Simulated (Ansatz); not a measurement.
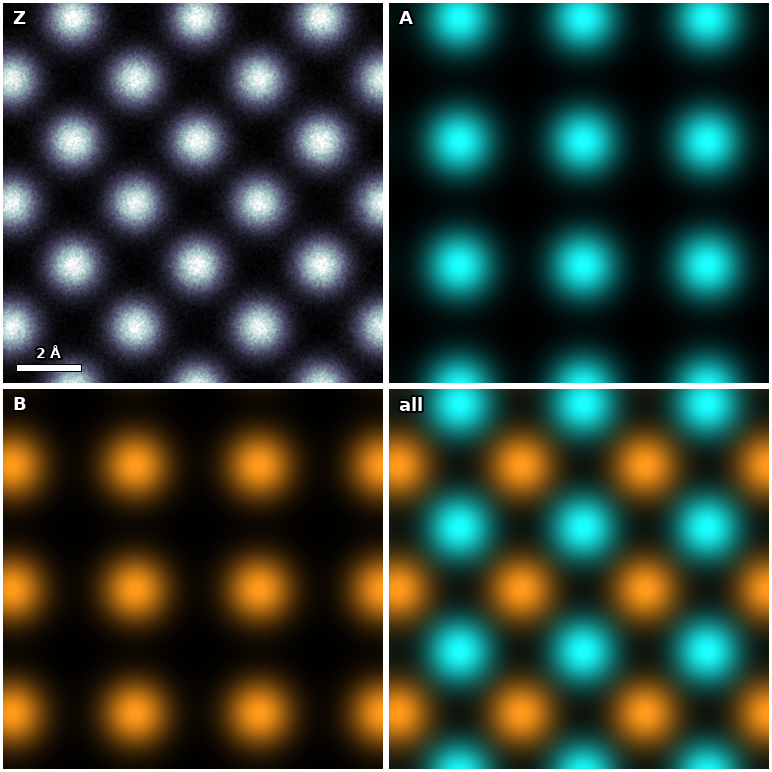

K2Ni (Fm-3m, No. 225) along [001]. Panel Z: The image is simulated as a sum over atoms of Z^1.7, blurred by a 1.30 Å probe (no channelling). The probe carries 15 % of its weight in a tail 2.5 times as wide. Shot noise was added. The other panels are simulated element maps (the number of atoms of one element along the beam, blurred by 1.7 Å; each on its own scale, no channelling); the last overlays them. Structure: the geometry relaxed with Ansatz 0.2.0, DFT PBE, scalar-relativistic, plane waves, PAW; the starting structure was generated, so it need not be a known form of this composition.

```cif
data_structure
_symmetry_space_group_name_H-M 'Fm-3m'
_symmetry_Int_Tables_number 225
_cell_length_a 7.8232
_cell_length_b 7.8232
_cell_length_c 7.8232
_cell_angle_alpha 90.000
_cell_angle_beta 90.000
_cell_angle_gamma 90.000
_cell_volume 478.80
loop_
_atom_site_label
_atom_site_type_symbol
_atom_site_symmetry_multiplicity
_atom_site_Wyckoff_symbol
_atom_site_fract_x
_atom_site_fract_y
_atom_site_fract_z
_atom_site_occupancy
K1 K 8 c 0.25000 0.25000 0.75000 1
Ni1 Ni 4 a 0.00000 0.00000 0.00000 1
```

Q: Which element does each lettered map show?

A: K, B: Ni. The projected cell (3.91 × 3.91 Å, 90°) holds 2 columns: 1 of K and 1 of Ni. No column is shared by two of the mapped elements.
